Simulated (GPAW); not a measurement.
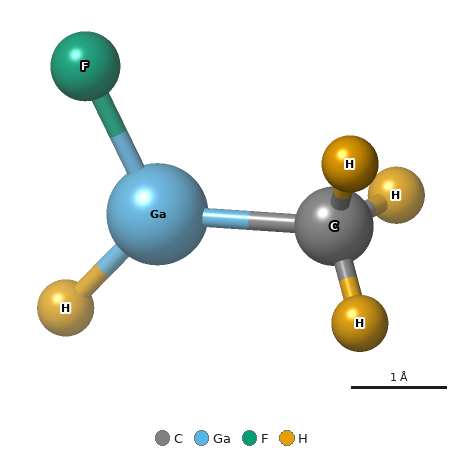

The input geometry (ball-and-stick view, seen at a tilt). Sticks mark near contacts.

## Run report: CH$_{4}$FGa, property calculation

CH$_{4}$FGa, SMILES [CH3][GaH][F], computed with LDA (PW92)/real-space grid, scalar-relativistic datasets (GPAW 26.7.0).

The geometry comes from this level: PBE0-D4/def2-TZVP.

### The input (run.py)
```python
import numpy as np
from ase import Atoms
from ase.units import Debye
from gpaw import GPAW

system = Atoms('CGaFHHHH',
    positions=[[ -0.636400,   0.652900,  -0.190800],
               [  0.635100,  -0.796500,   0.098700],
               [  1.908900,  -0.415700,   1.262200],
               [ -1.465200,   0.555000,   0.515700],
               [ -0.154100,   1.614900,  -0.013500],
               [ -1.050800,   0.631100,  -1.199700],
               [  0.762400,  -2.241700,  -0.472600]])
system.center(vacuum=4.5)

calc = GPAW(mode='fd', xc='LDA', maxiter=100, h=0.2, txt='-')
system.calc = calc

energy = system.get_potential_energy()
print(f'Energy = {energy:.5f} eV')
forces = system.get_forces()
print('Forces (eV/Ang)')
for symbol, f in zip(system.symbols, forces):
    print(f'{symbol:2} {f[0]:9.4f} {f[1]:9.4f} {f[2]:9.4f}')
dipole = system.get_dipole_moment() / Debye
print(f'Dipole                  {np.linalg.norm(dipole):.3f} D')
homo, lumo = calc.get_homo_lumo()
print(f'HOMO = {homo:.3f} eV')
print(f'LUMO = {lumo:.3f} eV')
print(f'Gap = {lumo - homo:.3f} eV')
```

Launch command:
```bash
python3 run.py
```

### The program's output
```
__  _  _
 | _ |_)|_||  |
 |__||  | ||/\| - 26.7.0

units:  Angstrom and eV
cores:  1
OpenMP: False

Versions:
  Python: 3.12.14
  ASE:    3.29.0
  Numpy:  2.5.5
  Scipy:  1.18.1
  Libxc:  7.0.0

        _gpaw.cpython-312-aarch64-linux-gnu.so

Input parameters:
  mode=FD(),
  h=0.2,
  maxiter=100,
  xc=XC(name='LDA')

Diagonalizing LCAO Hamiltonian
Converting LCAO to fd mode
         .-----------------------------.
        /|                             |
       / |                             |
      /  |                             |
     /   |                             |
    /    |                             |
   /     |                             |
  /      |                             |
 *       |                             |
 |       |                             |
 |       |      H   H   F              |
 |       |         C Ga                |
 |       |        H                    |
 |       |          H                  |
 |       .-----------------------------.
 |      /                             /
 |     /                             /
 |    /                             /
 |   /                             /
 |  /                             /
 | /                             /
 |/                             /
 *-----------------------------*

Atoms  # Å, Bohr magnetons
|   | symbol |        x |        y |        z |    initial magnetic moments |
|---|--------|----------|----------|----------|-----------------------------|
| 0 |      C | 5.328800 | 7.394600 | 5.508900 | ( 0.0000,  0.0000,  0.0000) |
| 1 |     Ga | 6.600300 | 5.945200 | 5.798400 | ( 0.0000,  0.0000,  0.0000) |
| 2 |      F | 7.874100 | 6.326000 | 6.961900 | ( 0.0000,  0.0000,  0.0000) |
| 3 |      H | 4.500000 | 7.296700 | 6.215400 | ( 0.0000,  0.0000,  0.0000) |
| 4 |      H | 5.811100 | 8.356600 | 5.686200 | ( 0.0000,  0.0000,  0.0000) |
| 5 |      H | 4.914400 | 7.372800 | 4.500000 | ( 0.0000,  0.0000,  0.0000) |
| 6 |      H | 6.727600 | 4.500000 | 5.227100 | ( 0.0000,  0.0000,  0.0000) |

Unit cell  # Å
| periodic |         x |         y |         z |   lengths |    angles |
|----------|-----------|-----------|-----------|-----------|-----------|
|       no | 12.374100 |  0.000000 |  0.000000 | 12.374100 | 90.000000 |
|       no |  0.000000 | 12.856600 |  0.000000 | 12.856600 | 90.000000 |
|       no |  0.000000 |  0.000000 | 11.461900 | 11.461900 | 90.000000 |

Number of symmetries: 1
Symmetry operations  # r_c * U_cc + t_c -> r_c
|   | kind |            matrix            |
|---|------|------------------------------|
| 0 |  E   |  1, 0, 0,  0, 1, 0,  0, 0, 1 |

BZ-sampling:
  Number of BZ points: 1
  Number of IBZ points: 1

  Monkhorst-Pack size: [1, 1, 1]
  Monkhorst-Pack shift: [0, 0, 0]

K-points  # in reciprocal-cell coordinates
|   |                                coordinates |     weight |
|---|--------------------------------------------|------------|
| 0 | (  0.00000000,   0.00000000,   0.00000000) | 1.00000000 |

Uniform wave function grid shape: (np.int64(59), np.int64(63), np.int64(55))
Spin-components: 1 (collinear spins)
Bands:           15
Projectors:      27
Spin-degeneracy: 2
Datatype:        float64

  Storage: CPU
  Wave functions: 24_532_200 bytes (24_532_200 per core)

Parallelization:
  kpt:    1
  domain: 1
  band:   1

Density:
  Valence electrons: 18.0
  Components: 1
  Grid points: [60 64 56]
  Charge: 0.0  # |e|

Potential:
  Grid points: [60 64 56]

species:
  C:
    name:    Carbon
    Z:       6.0
    valence: 4
    core:    2
    charge:  0.0  # [|e|]
    file:    C.LDA.gz
    compensation charges:
      type: gauss
      rc: 0.20  # [Å]
      lmax: 2
    cutoffs:
      filter: 1.14  # [Å]
      core: 1.14  # [Å]
    projectors
    | kind |    occ | energy [eV] | rcut [Å] |
    |------|--------|-------------|----------|
    |   2s |  2.000 |     -13.639 |    0.635 |
    |   2p |  2.000 |      -5.414 |    0.635 |
    |    s |        |      13.573 |    0.635 |
    |    p |        |      21.797 |    0.635 |
    |    d |        |       0.000 |    0.635 |

    Using partial waves for C as LCAO basis

  Ga:
    name:    Gallium
    Z:       31.0
    valence: 3
    core:    28
    charge:  0.0  # [|e|]
    file:    Ga.LDA.gz
    compensation charges:
      type: gauss
      rc: 0.37  # [Å]
      lmax: 2
    cutoffs:
      filter: 2.06  # [Å]
      core: 4.17  # [Å]
    projectors
    | kind |    occ | energy [eV] | rcut [Å] |
    |------|--------|-------------|----------|
    |   4s |  2.000 |      -9.167 |    1.164 |
    |   4p |  1.000 |      -2.734 |    1.164 |
    |    s |        |      18.045 |    1.164 |
    |    p |        |      24.478 |    1.164 |
    |    d |        |       0.000 |    1.164 |

    Using partial waves for Ga as LCAO basis

  F:
    name:    Fluorine
    Z:       9.0
    valence: 7
    core:    2
    charge:  0.0  # [|e|]
    file:    F.LDA.gz
    compensation charges:
      type: gauss
      rc: 0.20  # [Å]
      lmax: 2
    cutoffs:
      filter: 1.14  # [Å]
      core: 0.74  # [Å]
    projectors
    | kind |    occ | energy [eV] | rcut [Å] |
    |------|--------|-------------|----------|
    |   2s |  2.000 |     -29.647 |    0.635 |
    |   2p |  5.000 |     -11.293 |    0.635 |
    |    s |        |      -2.435 |    0.635 |
    |    p |        |      15.918 |    0.635 |
    |    d |        |       0.000 |    0.635 |

    Using partial waves for F as LCAO basis

  H:
    name:    Hydrogen
    Z:       1.0
    valence: 1
    core:    0
    charge:  0.0  # [|e|]
    file:    H.LDA.gz
    compensation charges:
      type: gauss
      rc: 0.15  # [Å]
      lmax: 2
    cutoffs:
      filter: 0.85  # [Å]
      core: 0.53  # [Å]
    projectors
    | kind |    occ | energy [eV] | rcut [Å] |
    |------|--------|-------------|----------|
    |   1s |  1.000 |      -6.353 |    0.476 |
    |    s |        |      20.858 |    0.476 |
    |    p |        |       0.000 |    0.476 |

    Using partial waves for H as LCAO basis

Reference energy: -56574.333266  # eV

eigensolver:
  PPCG
  Converge bands: occupied
  niter=2

density mixing:
  MSR1-Mixer
  Pratt-step length: 0.05
  Maximum mixing coefficient: 0.75
  Old densities: 10
  SVD Regularization: 0.005
  Good broyden scale: 1.0
  Trust region scale: 1.0
  Backstep threshold: 4.0
  History deletion threshold: 6.0
  Fourier metric: weight=20.0, sigma=0.015

occupation numbers:
  # Zero width

FastPoissonSolver using
    Stencil: 6*3+1=19 point O(h^6) finite-difference Laplacian
    FFT axes: []
    FST axes: [np.int64(2), np.int64(0), np.int64(1)]

xc functional:
  name: None
interpolation: tri-quintic # 5. degree polynomial

Initialization done in: 1.344 s

convergence criteria:
- Maximum [total energy] change in last 3 cyles: 0.0005 eV / valence electron
- Maximum integral of absolute [dens]ity change: 0.0001 electrons / valence electron
- Maximum integral of absolute [eigenst]ate change: 4e-08 eV^2 / valence electron
maximum number of iterations: 100

SCF iterations
|iter     |     time |      energy | eigst |  dens |
|---------|----------|-------------|-------|-------|
|iter:   1| 00:00:02 |  -37.162605 | +1.02 |       |
|iter:   2| 00:00:03 |  -36.161195 | -0.17 | -0.59 |
|iter:   3| 00:00:04 |  -32.414899 | +0.38 | -0.64 |
|iter:   4| 00:00:05 |  -32.320515 | -0.46 | -1.21 |
|iter:   5| 00:00:06 |  -32.301273 | -1.43 | -1.58 |
|iter:   6| 00:00:06 |  -32.301666 | -2.40 | -2.35 |
|iter:   7| 00:00:07 |  -32.301764c| -3.34 | -2.71 |
|iter:   8| 00:00:08 |  -32.301766c| -4.03 | -3.40 |
|iter:   9| 00:00:09 |  -32.301766c| -4.90 | -3.96 |
|iter:  10| 00:00:10 |  -32.301766c| -5.59 | -4.20c|
|iter:  11| 00:00:11 |  -32.301766c| -6.41 | -4.70c|
|iter:  12| 00:00:12 |  -32.301766c| -7.18 | -5.14c|
|iter:  13| 00:00:12 |  -32.301767c| -7.76c| -5.73c|

Converged in 13 steps
SCF loop duration: 10.987 s (0.845 s/step)
Energy contributions relative to reference atoms: (reference = -56574.333266)

Energy contributions:
  Kinetic:          50.127623
  Coulomb:         -51.384172
  Zero:              0.577899
  External:          0.000000
  Xc:              -31.623117
  Entropy:           0.000000
  Spinorbit:         0.000000
  ----------------------------
  Free energy:     -32.301767
  Extrapolated:    -32.301767

dipole moment: (-0.472951, 0.020769, -0.350520)  # |e|*Ang

Fermi level: -4.762
Eigenvalues  # (at kpt = [0.000, 0.000, 0.000])
| band index |      eig [eV] | occ [0-2] |
|------------|---------------|-----------|
|          0 |       -27.226 |     2.000 |
|          1 |       -17.220 |     2.000 |
|          2 |       -11.621 |     2.000 |
|          3 |       -10.223 |     2.000 |
|          4 |       -10.140 |     2.000 |
|          5 |        -8.952 |     2.000 |
|          6 |        -8.857 |     2.000 |
|          7 |        -8.835 |     2.000 |
|          8 |        -7.302 |     2.000 |
|          9 |        -2.221 |     0.000 |
|         10 |        -1.064 |     0.000 |
|         11 |        -0.273 |     0.000 |
|         12 |         0.246 |     0.000 |
|         13 |         0.847 |     0.000 |
|         14 |         0.984 |     0.000 |

Gap: 5.080 eV
Transition (v -> c):
  (s=0, k=0, n=8, [0.00, 0.00, 0.00]) -> (s=0, k=0, n=9, [0.00, 0.00, 0.00])
No difference between direct/indirect transitions
vacuum-level: 0.000  # V
Energy = -32.30177 eV

Forces  # eV/Ang
|        x |        y |        z |
|----------|----------|----------|
|  0.18848 | -0.15017 |  0.05666 |  # C    0
| -0.87192 |  0.08330 | -0.63863 |  # Ga   1
|  1.05131 |  0.23697 |  0.62617 |  # F    2
| -0.17057 | -0.06272 |  0.17948 |  # H    3
|  0.16932 |  0.17272 |  0.03970 |  # H    4
| -0.06626 | -0.06772 | -0.22900 |  # H    5
|  0.06097 | -0.20683 | -0.05650 |  # H    6

Force computation time: 0.048  # s
Forces (eV/Ang)
C     0.1885   -0.1502    0.0567
Ga   -0.8719    0.0833   -0.6386
F     1.0513    0.2370    0.6262
H    -0.1706   -0.0627    0.1795
H     0.1693    0.1727    0.0397
H    -0.0663   -0.0677   -0.2290
H     0.0610   -0.2068   -0.0565
Dipole                  2.829 D
HOMO = -7.302 eV
LUMO = -2.221 eV
Gap = 5.080 eV
```

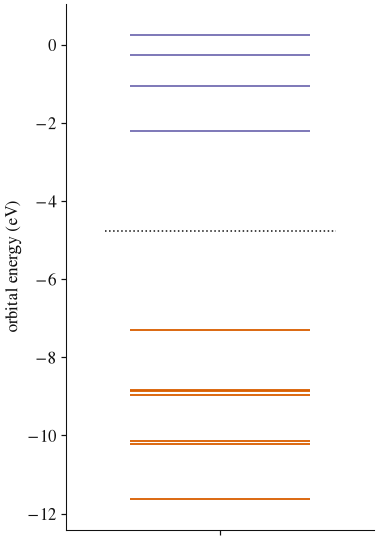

Orbital energies near the frontier; the dotted line parts filled from empty levels, and levels within 0.02 eV of each other stand side by side. Highest filled −7.30 eV, lowest empty −2.22 eV, 5.08 eV apart.

### Results in brief

- outcome: converged
- energy relative to the program's reference atoms: −32.3018 eV
- largest force: 1.246 eV/Å
- HOMO: −7.30 eV
- LUMO: −2.22 eV
- dipole moment: 2.83 D
- hardware: 1 thread of Arm Neoverse V2, 24 GiB of memory available, shared host
- wall time: 13 s
- peak memory: 0.56 GiB
